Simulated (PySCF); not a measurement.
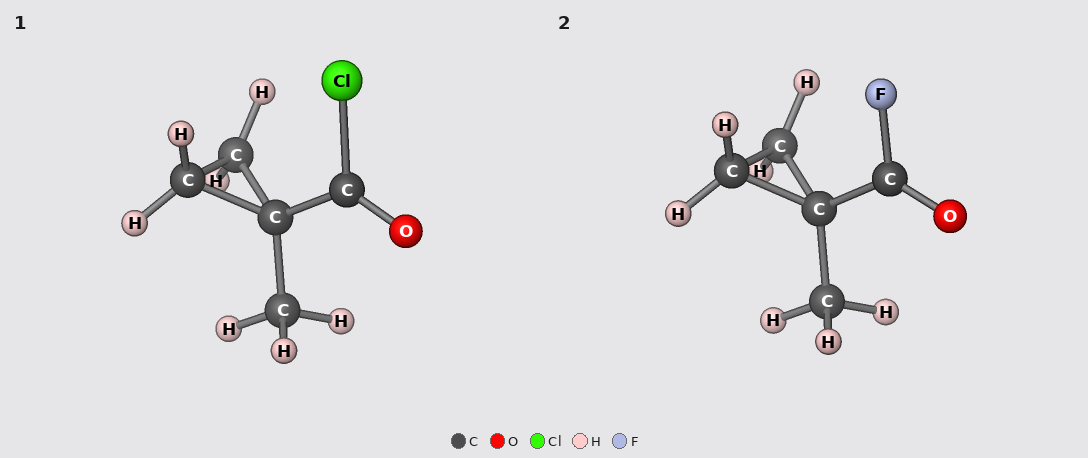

2 molecules with one skeleton, seen from the same side and at one scale. Charge 0, singlet. Computed geometries: GFN2-xTB optimisations, one conformation each. Properties computed with PySCF 2.14.0.

One atom differs, called X below: Cl in panel 1, F in panel 2. Their formulas are C5H7ClO (`CC1(C(=O)Cl)CC1`), C5H7FO (`CC1(C(=O)F)CC1`).

In which is the length of X–C larger (GFN2-xTB)?

Answer. In panel 1 (X = Cl).

In which is the GIAO shielding of the C bonded to X larger (PBE0/pcSseg-1)?

Answer. In panel 2 (X = F).

Give the values. With GFN2-xTB: length of X–C (Å), angle C–C–X (°). With PBE0/pcSseg-1: dipole moment (D), HOMO energy (Kohn–Sham orbital) (eV), HOMO–LUMO gap (eV), Hirshfeld charge of X (e), GIAO shielding of the C bonded to X (ppm).

| quantity | 1 (Cl) | 2 (F) | 2 − 1 |
| --- | --- | --- | --- |
| length of X–C (Å) | 1.783 | 1.375 | −0.408 |
| angle C–C–X (°) | 114.2 | 112.1 | −2.1 |
| dipole moment (D) | 3.47 | 3.50 | +0.03 |
| HOMO energy (Kohn–Sham orbital) (eV) | −8.35 | −8.68 | −0.33 |
| HOMO–LUMO gap (eV) | 7.45 | 8.34 | +0.89 |
| Hirshfeld charge of X (e) | −0.04 | −0.09 | −0.05 |
| GIAO shielding of the C bonded to X (ppm) | 0.2 | 12.5 | +12.3 |
